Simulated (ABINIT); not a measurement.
# KBr (Fm-3m): G0W0 with ABINIT, start to end, part 2 of 2

How does a plane-wave GW calculation on KBr (Fm-3m) run from the first input to the gap?

ABINIT 10.8.3; PBE and many-body steps on it, plane waves. Known limits of the many-body steps: not at the basis limit; no spin-orbit coupling.

So far. Step 2 (Ground state): The gap is direct, at Γ. Step 3 (Bands along the symmetry lines): The gap is 4.436 eV, as in the run before at this level.

**4. Empty states on the mesh, 4×4×4 mesh, 397 bands**

Level of this step: DFT, PBE, plane waves, norm-conserving pseudopotentials (ABINIT).

The sums over transitions need many empty states on a uniform mesh; this step solves for them.

The input, run.abi:

```
acell 3*1.0 Angstrom
rprim 
  0.000000000000 3.300000000000 3.300000000000
  3.300000000000 0.000000000000 3.300000000000
  3.300000000000 3.300000000000 0.000000000000
ntypat 2
znucl 19 35
natom 2
typat 1 2
xred 
  0.000000000000 0.000000000000 0.000000000000
  0.500000000000 0.500000000000 0.500000000000
pp_dirpath "pseudos"
pseudos "K.upf, Br.upf"
ecut 33
ngkpt 4 4 4
nshiftk 1
shiftk 0 0 0
kptopt 1
chksymbreak 0
irdden 1
istwfk *1
nband 397
prtvol 0
optdriver 6
gwr_task "HDIAGO"
paral_kgb 0
occopt 1
indata_prefix "in"
outdata_prefix "out"
tmpdata_prefix "tmp"
```

Run with:

```
> OMP_NUM_THREADS=1 mpirun -n 8 abinit run.abi > log
```

Numbers of over 12 decimals in the logs are rounded to 6 here.

The log of the run:

```text
[banner, memory and clock lines left out]
.Version 10.8.3 of ABINIT. v10.8.2 released Aug 2026.

 Symmetries : space group Fm -3 m (#225); Bravais cF (face-center cubic)
[... echo of the input left out ...]
== DATASET  1 ==================================================================
-   mpi_nproc: 8, omp_nthreads: 1 (-1 if OMP is not activated)

--- !DatasetInfo
iteration_state: {dtset: 1, }
dimensions: {natom: 2, nkpt: 8, mband: 397, nsppol: 1, nspinor: 1, nspden: 1, mpw: 4477, }
cutoff_energies: {ecut:  33.0, pawecutdg:  -1.0, }
electrons: {nelect:   1.60000000E+01, charge:   0.00000000E+00, occopt:   1.00000000E+00, tsmear:   1.00000000E-02, }

.Using double precision arithmetic; gwpc =  8

- Reading GS density from: in_DEN

--- Pseudopotential description ------------------------------------------------
- K Generated using ONCVPSP code by D. R. Hamann
- 19.00000   9.00000  171031                  znucl, zion, pspdat
12 -101130 2 -1 2222                          pspcod,pspxc,lmax,lloc,mmax
     nproj     2     2     2
  pspatm : epsatm=    8.42413758
         --- l  ekb(1:nproj) -->
             0   10.871123    0.806704
             1    4.379001    0.553647
             2   -3.405842   -1.029115
 pspatm: atomic psp has been read  and splines computed

- Br Generated using ONCVPSP code by D. R. Hamann
- 35.00000   7.00000  171031                  znucl, zion, pspdat
12 -101130 2 -1 1098                          pspcod,pspxc,lmax,lloc,mmax
     nproj     2     2     2
  pspatm : epsatm=   11.64859065
         --- l  ekb(1:nproj) -->
             0    8.455549    0.878460
             1    5.292495    0.880691
             2    2.589748    0.385882
 pspatm: atomic psp has been read  and splines computed

   3.21163652E+02                                ecore*ucvol(ha*bohr**3)

 Total charge density [el/Bohr^3]
)     Maximum=    5.5720E-01  at reduced coord.    0.0833    0.9167    0.9583
)     Minimum=    7.1972E-04  at reduced coord.    0.5000    0.5000    0.5000
   Integrated=    1.6000E+01

 === KS gaps after direct diagonalization ===
 Direct band gap semiconductor
 Fundamental gap:     4.436 (eV)
   VBM:    -0.010 (eV) at k: [ 0.0000E+00,  0.0000E+00,  0.0000E+00]
   CBM:     4.426 (eV) at k: [ 0.0000E+00,  0.0000E+00,  0.0000E+00]
 Direct gap:         4.436 (eV) at k: [ 0.0000E+00,  0.0000E+00,  0.0000E+00]

== END DATASET(S) ==============================================================

 -outvars: echo values of variables after computation  --------
           etotal      0.0000000000E+00
            nband         397
             nkpt           8
          spgroup         225
 [... the other variables as echoed above ...]

 Calculation completed.
```

Wall time 61 s (8 MPI ranks of Arm Neoverse V2, shared host); peak memory 8.8 GiB; 8.1 min of CPU time.

This step gave:

| Property | Result |
| --- | --- |
| gap | 4.436 eV |
| k of the valence top | 0, 0, 0 |
| k of the conduction bottom | 0, 0, 0 |
| least direct gap | 4.436 eV |
| k points computed | 8 |
| lowest point of the top converged band, above the valence top | 169.7393 eV |

On this mesh the gap is 4.436 eV.

**5. Screening, 4×4×4 mesh, 389 bands, screening to 228.6 eV**

The RPA dielectric matrix is built and inverted for each q.

This step: RPA screening on PBE, plane waves, norm-conserving pseudopotentials.

Changes to run.abi since step 4:

```diff
@@ -20,10 +20,11 @@
 chksymbreak 0
-irdden 1
 istwfk *1
-nband 397
-prtvol 0
-optdriver 6
-gwr_task "HDIAGO"
-paral_kgb 0
 occopt 1
+irdwfk 1
+optdriver 3
+nband 389
+ecuteps 8.4
+inclvkb 2
+awtr 1
+symchi 1
 indata_prefix "in"
```

The log of the run:

```text
.Version 10.8.3 of ABINIT. v10.8.2 released Aug 2026.

 Symmetries : space group Fm -3 m (#225); Bravais cF (face-center cubic)
[... echo of the input left out ...]
== DATASET  1 ==================================================================
-   mpi_nproc: 8, omp_nthreads: 1 (-1 if OMP is not activated)

--- !DatasetInfo
iteration_state: {dtset: 1, }
dimensions: {natom: 2, nkpt: 8, mband: 389, nsppol: 1, nspinor: 1, nspden: 1, mpw: 4477, }
cutoff_energies: {ecut:  33.0, pawecutdg:  -1.0, }
electrons: {nelect:   1.60000000E+01, charge:   0.00000000E+00, occopt:   1.00000000E+00, tsmear:   1.00000000E-02, }

 SCREENING: Calculation of the susceptibility and dielectric matrices

 Based on a program developped by R.W. Godby, V. Olevano, G. Onida, and L. Reining.
 Incorporated in ABINIT by V. Olevano, G.-M. Rignanese, and M. Torrent.
.Using double precision arithmetic ; gwpc =  8

[... cell and pseudopotentials left out ...]
--------------------------------------------------------------------------------

 ==== K-mesh for the wavefunctions ====
 Number of points in the irreducible wedge :     8
[... list of points left out ...]
 Together with 48 symmetry operations and time-reversal symmetry
 yields    64 points in the full Brillouin Zone.

 ==== Q-mesh for the screening function ====
 Number of points in the irreducible wedge :     8
[... list of points left out ...]
 Together with 48 symmetry operations and time-reversal symmetry
 yields    64 points in the full Brillouin Zone.

 setmesh: FFT mesh size selected  =    36x   36x   36
          total number of points  =        46656

 vcoul_init : cutoff-mode = AUXILIARY_FUNCTION
 q-points for optical limit:   1
     1)      0.000010    0.000020    0.000030

- screening: taking advantage of time-reversal symmetry
- Maximum band index for partially occupied states nbvw = 8
- Remaining bands to be divided among processors   nbcw = 381
- Number of bands treated by each node ~47

 Number of electrons calculated from density =   16.0000; Expected =   16.0000
 average of density, n =  0.032988
 r_s =    1.9343
 omega_plasma =   17.5199 [eV]

 calculating chi0 at frequencies [eV] :
  1    0.000000E+00    0.000000E+00
  2    0.000000E+00    1.751989E+01

--------------------------------------------------------------------------------
  q-point number  1        q = ( 0.000000, 0.000000, 0.000000) [r.l.u.]
--------------------------------------------------------------------------------
[... chi0 elements left out ...]
 For q-point:  0.000010 0.000020 0.000030
  dielectric constant =   2.3739
  dielectric constant without local fields =   2.8542

  Average fulfillment of the sum rule on Im[epsilon] for q-point    1 :     90.54  [%]
[... wings left out ...]
  q-point number  2        q = ( 0.250000, 0.000000, 0.000000) [r.l.u.]
--------------------------------------------------------------------------------
[... chi0 elements left out ...]
  Average fulfillment of the sum rule on Im[epsilon] for q-point    2 :     92.63  [%]

 [... 6 further q-points ...]
```

It took 96 s on 8 MPI ranks; peak memory 3.8 GiB; 13 min of CPU time.

Numbers from this step:

- ε∞ with local fields, on this mesh, along the program's q direction: 2.374
- the same without local fields: 2.854
- plasma frequency: 17.52 eV
- plane waves in the screening matrix: 537

Local fields lower ε∞ by 17 %.

**6. Self-energy, 4×4×4 mesh, 389 bands, screening to 228.6 eV**

The self-energy is evaluated for the states that the input lists, and the levels follow from it, in one-shot runs by the linearised quasiparticle equation.

This step: G0W0 on PBE, plane waves, norm-conserving pseudopotentials.

Changes to run.abi since step 5:

```diff
@@ -23,8 +23,15 @@
 irdwfk 1
-optdriver 3
+optdriver 4
 nband 389
+gwcalctyp 0
+ecutsigx 33
+symsigma 1
+nkptgw 1
+kptgw 
+  0.0000000000 0.0000000000 0.0000000000
+bdgw 
+  6 12
 ecuteps 8.4
-inclvkb 2
-awtr 1
-symchi 1
+irdscr 1
+ppmodel 1
 indata_prefix "in"
```

The log of the run:

```text
.Version 10.8.3 of ABINIT. v10.8.2 released Aug 2026.

 Symmetries : space group Fm -3 m (#225); Bravais cF (face-center cubic)
[... echo of the input left out ...]
== DATASET  1 ==================================================================
-   mpi_nproc: 8, omp_nthreads: 1 (-1 if OMP is not activated)

--- !DatasetInfo
iteration_state: {dtset: 1, }
dimensions: {natom: 2, nkpt: 8, mband: 389, nsppol: 1, nspinor: 1, nspden: 1, mpw: 4477, }
cutoff_energies: {ecut:  33.0, pawecutdg:  -1.0, }
electrons: {nelect:   1.60000000E+01, charge:   0.00000000E+00, occopt:   1.00000000E+00, tsmear:   1.00000000E-02, }

 SIGMA: Calculation of the GW corrections

 Based on a program developped by R.W. Godby, V. Olevano, G. Onida, and L. Reining.
 Incorporated in ABINIT by V. Olevano, G.-M. Rignanese, and M. Torrent.
.Using double precision arithmetic ; gwpc =  8

[... cell and pseudopotentials left out ...]
--------------------------------------------------------------------------------

 ==== K-mesh for the wavefunctions ====
 Number of points in the irreducible wedge :     8
[... list of points left out ...]
 Together with 48 symmetry operations and time-reversal symmetry
 yields    64 points in the full Brillouin Zone.

 ==== Q-mesh for screening function ====
 Number of points in the irreducible wedge :     8
[... list of points left out ...]
 Together with 48 symmetry operations and time-reversal symmetry
 yields    64 points in the full Brillouin Zone.

 vcoul_init : cutoff-mode = AUXILIARY_FUNCTION
 q-points for optical limit:   1
     1)      0.000010    0.000020    0.000030
 setmesh: FFT mesh size selected  =    45x   45x   45
          total number of points  =        91125

 Number of electrons calculated from density =   16.0000; Expected =   16.0000
 average of density, n =  0.032988
 r_s =    1.9343
 omega_plasma =   17.5199 [eV]

 === KS Band Gaps ===
  >>>> For spin  1
   Minimum direct gap =   4.4359 [eV], located at k-point      :   0.0000  0.0000  0.0000
   Fundamental gap    =   4.4359 [eV], Top of valence bands at :   0.0000  0.0000  0.0000
                                       Bottom of conduction at :   0.0000  0.0000  0.0000
 SIGMA fundamental parameters:
 PLASMON POLE MODEL  1
 number of plane-waves for SigmaX                 4477
 number of plane-waves for SigmaC and W            537
 number of plane-waves for wavefunctions          4477
 number of bands                                   389
 number of independent spin polarizations            1
 number of spinorial components                      1
 number of k-points in IBZ                           8
 number of q-points in IBZ                           8
 number of symmetry operations                      48
 number of k-points in BZ                           64
 number of q-points in BZ                           64
 number of frequencies for dSigma/dE                 9
 frequency step for dSigma/dE [eV]                0.25
 number of omega for Sigma on real axis              0
 max omega for Sigma on real axis  [eV]           0.00
 zcut for avoiding poles [eV]                     0.10

 EPSILON^-1 parameters (SCR file):
 dimension of the eps^-1 matrix on file            537
 dimension of the eps^-1 matrix used               537
 number of plane-waves for wavefunctions          4477
 number of bands                                   389
 number of q-points in IBZ                           8
 number of frequencies                               2
 number of real frequencies                          1
 number of imag frequencies                          1

 matrix elements of self-energy operator (all in [eV])

 Perturbative Calculation

--- !SelfEnergy_ee
iteration_state: {dtset: 1, }
kpoint     : [   0.000,    0.000,    0.000, ]
spin       : 1
KS_gap     :    4.436
QP_gap     :    6.996
Delta_QP_KS:    2.560
data: !SigmaeeData |
     Band     E0 <VxcDFT>   SigX SigC(E0)      Z dSigC/dE  Sig(E)    E-E0       E
        6  -0.010 -12.760 -16.565   1.369   0.813  -0.230 -14.741  -1.981  -1.990
        7  -0.010 -12.760 -16.565   1.369   0.813  -0.230 -14.741  -1.981  -1.990
        8  -0.010 -12.760 -16.565   1.369   0.813  -0.230 -14.741  -1.981  -1.990
        9   4.426  -6.661  -3.089  -2.901   0.865  -0.157  -6.081   0.579   5.006
       10   7.598  -8.409  -3.762  -3.128   0.858  -0.165  -7.105   1.304   8.903
       11   7.598  -8.409  -3.762  -3.128   0.858  -0.165  -7.105   1.304   8.903
       12   7.598  -8.409  -3.762  -3.128   0.858  -0.165  -7.105   1.304   8.903

== END DATASET(S) ==============================================================
================================================================================

 -outvars: echo values of variables after computation  --------
           etotal      0.0000000000E+00
            nband         389
             nkpt           8
          spgroup         225
 [... the other variables as echoed above ...]

 Calculation completed.
```

The job ended after 33 s (8 MPI ranks; peak memory 4.3 GiB; 4.4 min of CPU time).

This step gave:

| Quantity | Value |
| --- | --- |
| G0W0 gap on the points computed | 6.996 eV |
| starting gap on the mesh | 4.436 eV |
| k of the valence top | 0, 0, 0 |
| k of the conduction bottom | 0, 0, 0 |
| Z at the valence top | 0.813 |
| Z at the conduction bottom | 0.865 |
| least direct G0W0 gap on the computed points | 6.996 eV |

The gap on the mesh goes from 4.44 eV to 7.00 eV, a correction of +2.56 eV.

Limits: finite bands, cutoff and mesh; no spin-orbit coupling. v1 is the top filled band, c1 the lowest empty one. Levels before and after the correction, in eV, zero at the valence-band top of each column:

```tsv
	conduction bottom	valence top
Kohn-Sham	4.44	0.00
G0W0	7.00	0.00
```

```tsv
	level	energy (eV)
Kohn-Sham	Γ v3-v1	0.000
Kohn-Sham	Γ c1	4.436
Kohn-Sham	Γ c2-c4	7.608
G0W0	Γ v3-v1	0.000
G0W0	Γ c1	6.996
G0W0	Γ c2-c4	10.893
```

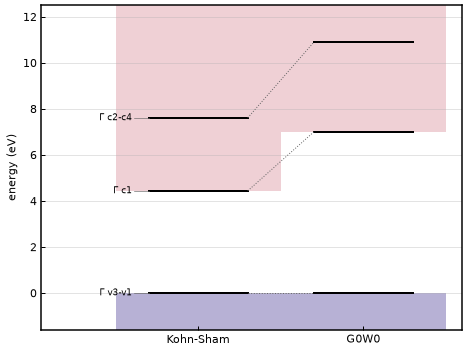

Levels before and after the correction. Shaded: valence and conduction bands.

**7. Where the time went**

Times are wall times on 8 MPI ranks of Arm Neoverse V2, shared host, good to a factor of about two.

```tsv
step	time	share	memory (GiB)
ground state	5.5 s	3 %	0.65
bands along the symmetry lines	13 s	6 %	0.56
empty states on the mesh	61 s	29 %	8.8
screening	96 s	46 %	3.8
self-energy	33 s	16 %	4.3
```

**8. Results**

| Quantity | Value |
| --- | --- |
| PBE gap | 4.44 eV, direct |
| G0W0 gap on the mesh | 7.00 eV |
| GW settings | 4×4×4 mesh, 389 bands, screening to 228.6 eV, Godby-Needs plasmon pole |
| known limits | not at the basis limit; no spin-orbit coupling |

What this shows: G0W0 moves the gap on the mesh from 4.44 eV to 7.00 eV (+2.56 eV), with Z of 0.81 and 0.86 at the edges. Local fields lower the RPA ε∞ on this mesh from 2.85 to 2.37. Only 1 of the mesh's irreducible points was corrected, so a valley elsewhere could overtake. The dearest step here is «screening». Bands and cutoff are finite, so the gap is not at the basis limit. The miss can reach some tenths of an eV and take either sign; the mesh is an error of its own. In the G0W0 run levels were corrected at 1 k point alone, so a gap called «on the mesh» is the least over those, and an edge elsewhere would be missed. The many-body steps are scalar-relativistic: spin-orbit coupling is not in them.

[Paths, hosts, dates, memory and timing lines, banners, echoed tables and standing remarks are left out of the program output.]

[Logs are printed without paths, hosts, clocks, repeated set-up lines and the standing remarks that a program may print on its own settings, such as how far it seeks lower states.]

[Runs of the session that timed out or met a known fault of the program may be left out.]

[Hosts, paths, dates, database ids (printed as entryN), source tags and the programs' standing remarks are cut or masked in the printed files.]

[G0W0 gaps are taken among the corrected bands and points alone; a level outside them can change the order at an edge.]

[Where Ansatz stands beside ABINIT at settings called matched, ABINIT's density can come from a denser mesh and the files from another edition; pairs whose starting gaps differed by over 0.03 eV were left out, so agreement reads better than it is.]
